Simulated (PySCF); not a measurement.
# Si4H10: geometry relaxation

Si4H10 (tetrasilane), computed with PBE0-D3(BJ)/def2-SVP geometry optimisation, gas phase (PySCF 2.14.0).

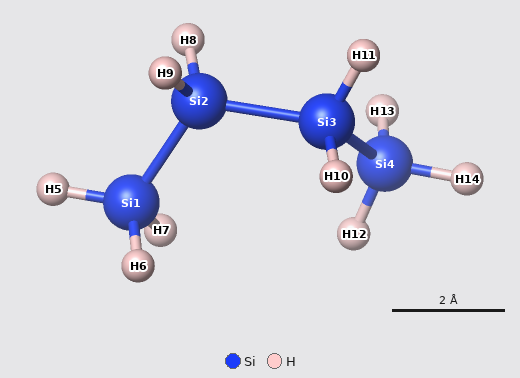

Fig. 1: The starting structure (ball-and-stick view, seen at a tilt; atoms are numbered from 1 in the order of the input). Bond lengths as drawn: H–Si 1.45 to 1.51 Å and Si–Si 2.28 to 2.34 Å.

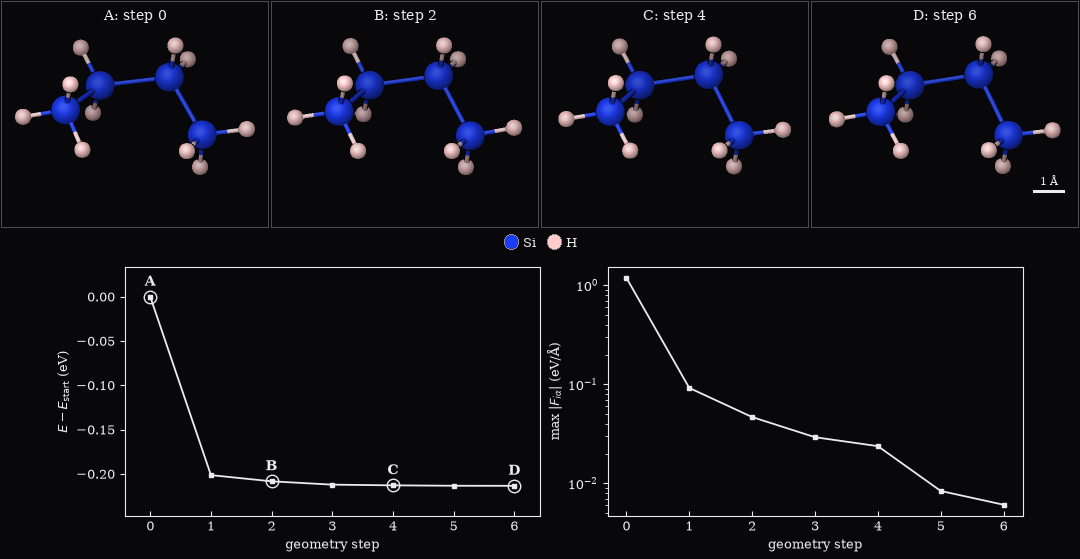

Fig. 2: Frames of the relaxation (ball-and-stick view, seen at a tilt) above the curves, on which the letters mark them (steps are counted from 0).

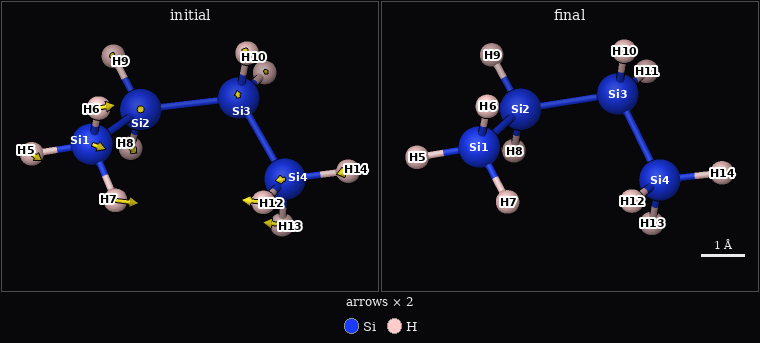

Fig. 3: Before (left) and after (right) the relaxation, at one scale (ball-and-stick view, seen at a tilt). The yellow arrows give the displacements, magnified 2 times. The energy falls by 0.213 eV in 6 geometry steps. The largest force component goes from 1.2 to 0.0061 eV/Å. The largest move after the best rigid fit is that of H7, 0.29 Å. Largest moves by element: H 0.29 Å, Si 0.18 Å. Among the contacts that change: Si3–Si4 2.283 → 2.346 Å, Si1–H5 1.447 → 1.495 Å, Si1–Si2 2.309 → 2.346 Å, Si1–H6 1.461 → 1.496 Å. Among the angles that change: Si1–Si2–Si3 115.5° → 108.8°, H8–Si2–H9 103.4° → 108.5°, H13–Si4–H14 103.9° → 108.9°. (Atoms are counted from 1 in the order of the input.)

These pictures come from the run below.

## Input
```
{"job": {"xc": "PBE0", "basis": "def2-SVP", "d3": "d3bj", "grid": 1, "shake": 0.01, "kind": "geom"}, "charge": 0, "multiplicity": 1}
Si     2.170420     0.969010     0.889880
Si     1.270250    -0.874080    -0.170940
Si    -1.017950    -1.218330     0.173600
Si    -2.323610     0.551750    -0.439510
H      3.572610     1.218200     0.631040
H      1.985280     0.923410     2.338150
H      1.465980     2.210580     0.456370
H      1.528760    -0.754320    -1.624130
H      2.057650    -2.054950     0.219430
H     -1.212460    -1.515810     1.619940
H     -1.463930    -2.452680    -0.469540
H     -1.981230     1.772380     0.290500
H     -2.257930     0.866210    -1.872820
H     -3.800990     0.343570    -0.179160
```

The first line tells a small driver script what to run in PySCF; the rest is the geometry in Å.

Run as:
```bash
OMP_NUM_THREADS=1 python <driver script> task.json out
```

## The program's output
```
step   0  E = -1163.10649887  max force = 0.023122
step   1  E = -1163.11389689  max force = 0.001792
step   2  E = -1163.11415310  max force = 0.000909
step   3  E = -1163.11429190  max force = 0.000569
step   4  E = -1163.11432036  max force = 0.000463
step   5  E = -1163.11433693  max force = 0.000164
step   6  E = -1163.11434038  max force = 0.000118
optimisation converged
```

## Trajectory as extended XYZ (Å, eV, eV/Å), 7 frames, from step=0 to step=6
```
14
Properties=species:S:1:pos:R:3:forces:R:3 step=0 energy=-31649.73992
Si    2.1704    0.9690    0.8899   -0.7785   0.6034  -0.0866
Si    1.2703   -0.8741   -0.1709   -0.0383  -0.0627  -0.2808
Si   -1.0179   -1.2183    0.1736    0.4705  -0.1845   0.6263
Si   -2.3236    0.5517   -0.4395   -1.1890   0.2578  -0.0796
H     3.5726    1.2182    0.6310    0.9517  -0.0945  -0.2686
H     1.9853    0.9234    2.3382   -0.0914  -0.2048   0.6923
H     1.4660    2.2106    0.4564   -0.1574   0.0462  -0.1431
H     1.5288   -0.7543   -1.6241   -0.0326   0.1646  -0.3631
H     2.0577   -2.0549    0.2194    0.1306  -0.4648   0.2830
H    -1.2125   -1.5158    1.6199   -0.0178   0.1637   0.2455
H    -1.4639   -2.4527   -0.4695   -0.1326  -0.5083  -0.5298
H    -1.9812    1.7724    0.2905    0.3308   0.4729   0.3670
H    -2.2579    0.8662   -1.8728    0.2401   0.0078  -0.5345
H    -3.8010    0.3436   -0.1792    0.3139  -0.1969   0.0720
14
Properties=species:S:1:pos:R:3:forces:R:3 step=1 energy=-31649.94123
Si    2.0517    1.0290    0.8590    0.0763   0.0088  -0.0040
Si    1.2965   -0.9009   -0.2284    0.0290  -0.0846  -0.0061
Si   -0.9756   -1.2456    0.2225    0.0117  -0.0921  -0.0294
Si   -2.2855    0.5934   -0.4032   -0.0386  -0.0915   0.0588
H     3.5053    1.2344    0.5629   -0.0358   0.0380   0.0494
H     1.8520    0.9134    2.3363    0.0183  -0.0171  -0.0006
H     1.2815    2.2158    0.3751   -0.0035   0.0034  -0.0244
H     1.5210   -0.7443   -1.7009   -0.0612   0.0274  -0.0141
H     2.0802   -2.1007    0.2127    0.0081   0.0471   0.0365
H    -1.1614   -1.4696    1.6917    0.0407   0.0214   0.0247
H    -1.4384   -2.4869   -0.4802   -0.0364   0.0529  -0.0170
H    -1.8604    1.8106    0.3541    0.0030  -0.0039   0.0011
H    -2.1612    0.8625   -1.8661   -0.0037   0.0101  -0.0343
H    -3.7098    0.2767   -0.0694   -0.0079   0.0802  -0.0406
14
Properties=species:S:1:pos:R:3:forces:R:3 step=2 energy=-31649.94821
Si    2.0471    1.0290    0.8580    0.0057   0.0070  -0.0087
Si    1.2959   -0.9066   -0.2307    0.0200  -0.0212  -0.0172
Si   -0.9760   -1.2580    0.2263   -0.0023  -0.0468   0.0101
Si   -2.2786    0.5879   -0.4013   -0.0024  -0.0365   0.0176
H     3.4958    1.2616    0.5685   -0.0034   0.0149   0.0197
H     1.8539    0.9033    2.3352    0.0055  -0.0122   0.0025
H     1.2613    2.2078    0.3778    0.0009  -0.0030  -0.0090
H     1.4991   -0.7423   -1.7059   -0.0335   0.0119  -0.0022
H     2.0932   -2.0958    0.2104    0.0062   0.0181   0.0196
H    -1.1477   -1.4766    1.6990    0.0213   0.0115   0.0016
H    -1.4544   -2.4908   -0.4779   -0.0168   0.0200  -0.0121
H    -1.8338    1.8014    0.3502    0.0053   0.0041   0.0043
H    -2.1475    0.8539   -1.8663    0.0034  -0.0026  -0.0064
H    -3.7124    0.3129   -0.0769   -0.0100   0.0348  -0.0197
14
Properties=species:S:1:pos:R:3:forces:R:3 step=3 energy=-31649.95198
Si    2.0254    1.0295    0.8531   -0.0282   0.0045  -0.0017
Si    1.2921   -0.9144   -0.2378    0.0131   0.0197  -0.0206
Si   -0.9754   -1.2769    0.2360   -0.0184  -0.0102   0.0293
Si   -2.2546    0.5850   -0.3950    0.0157   0.0221  -0.0038
H     3.4680    1.2995    0.5705    0.0095  -0.0054  -0.0043
H     1.8399    0.8863    2.3300   -0.0062  -0.0023   0.0004
H     1.2152    2.1950    0.3803    0.0035  -0.0015   0.0043
H     1.4648   -0.7400   -1.7156   -0.0009  -0.0046   0.0015
H     2.1107   -2.0888    0.2010    0.0034  -0.0027  -0.0034
H    -1.1284   -1.4888    1.7117   -0.0008  -0.0030  -0.0055
H    -1.4745   -2.4992   -0.4704    0.0023  -0.0045  -0.0006
H    -1.7787    1.7922    0.3492   -0.0004  -0.0010   0.0004
H    -2.1076    0.8407   -1.8614    0.0083  -0.0067   0.0042
H    -3.7010    0.3675   -0.0852   -0.0011  -0.0045  -0.0002
14
Properties=species:S:1:pos:R:3:forces:R:3 step=4 energy=-31649.95276
Si    2.0099    1.0302    0.8496   -0.0183   0.0028   0.0010
Si    1.2893   -0.9173   -0.2430    0.0053   0.0165  -0.0138
Si   -0.9752   -1.2852    0.2425   -0.0140  -0.0032   0.0224
Si   -2.2385    0.5869   -0.3905    0.0119   0.0238  -0.0071
H     3.4507    1.3126    0.5686    0.0063  -0.0065  -0.0052
H     1.8258    0.8797    2.3260   -0.0071   0.0008  -0.0003
H     1.1906    2.1907    0.3806    0.0037   0.0001   0.0044
H     1.4511   -0.7402   -1.7217    0.0039  -0.0062   0.0014
H     2.1175   -2.0861    0.1927    0.0041  -0.0033  -0.0077
H    -1.1226   -1.4960    1.7187   -0.0030  -0.0047  -0.0050
H    -1.4814   -2.5040   -0.4647    0.0033  -0.0058   0.0026
H    -1.7507    1.7902    0.3522   -0.0023  -0.0017   0.0006
H    -2.0813    0.8366   -1.8570    0.0069  -0.0040   0.0043
H    -3.6892    0.3894   -0.0877   -0.0008  -0.0088   0.0024
14
Properties=species:S:1:pos:R:3:forces:R:3 step=5 energy=-31649.95321
Si    1.9934    1.0313    0.8454    0.0010  -0.0002   0.0015
Si    1.2860   -0.9193   -0.2494   -0.0050   0.0025  -0.0006
Si   -0.9755   -1.2928    0.2502   -0.0014   0.0009   0.0047
Si   -2.2214    0.5902   -0.3852    0.0003   0.0084  -0.0041
H     3.4334    1.3211    0.5662    0.0007  -0.0033  -0.0004
H     1.8077    0.8750    2.3212   -0.0048   0.0021  -0.0005
H     1.1686    2.1887    0.3797    0.0025   0.0018   0.0004
H     1.4388   -0.7410   -1.7286    0.0016  -0.0028  -0.0002
H     2.1237   -2.0831    0.1814    0.0048   0.0002  -0.0065
H    -1.1190   -1.5045    1.7262   -0.0001  -0.0024  -0.0013
H    -1.4868   -2.5090   -0.4578   -0.0001  -0.0024   0.0030
H    -1.7258    1.7894    0.3587   -0.0030  -0.0010   0.0021
H    -2.0513    0.8349   -1.8509    0.0034   0.0010   0.0019
H    -3.6758    0.4067   -0.0908    0.0002  -0.0049   0.0002
14
Properties=species:S:1:pos:R:3:forces:R:3 step=6 energy=-31649.95330
Si    1.9918    1.0317    0.8444    0.0047  -0.0009   0.0001
Si    1.2851   -0.9189   -0.2508   -0.0061  -0.0025   0.0029
Si   -0.9758   -1.2935    0.2519    0.0030   0.0006  -0.0015
Si   -2.2197    0.5910   -0.3836   -0.0021  -0.0002  -0.0007
H     3.4327    1.3189    0.5666   -0.0004  -0.0015   0.0022
H     1.8031    0.8761    2.3198   -0.0029   0.0014  -0.0003
H     1.1694    2.1904    0.3777    0.0016   0.0014  -0.0017
H     1.4372   -0.7412   -1.7302   -0.0016   0.0001  -0.0008
H     2.1247   -2.0822    0.1781    0.0039   0.0016  -0.0037
H    -1.1194   -1.5069    1.7275    0.0020  -0.0001   0.0003
H    -1.4869   -2.5096   -0.4566   -0.0019  -0.0003   0.0018
H    -1.7267    1.7892    0.3633   -0.0021  -0.0005   0.0026
H    -2.0449    0.8371   -1.8485    0.0019   0.0024   0.0006
H    -3.6746    0.4055   -0.0931   -0.0001  -0.0016  -0.0018
```

## Key numbers

- outcome: converged
- total energy: −1163.114340 hartree
- dipole moment: 0.10 D
- point group: C2
- hardware: 1 CPU thread, shared host
- wall time: 37 s
- peak memory: 0.5 GiB
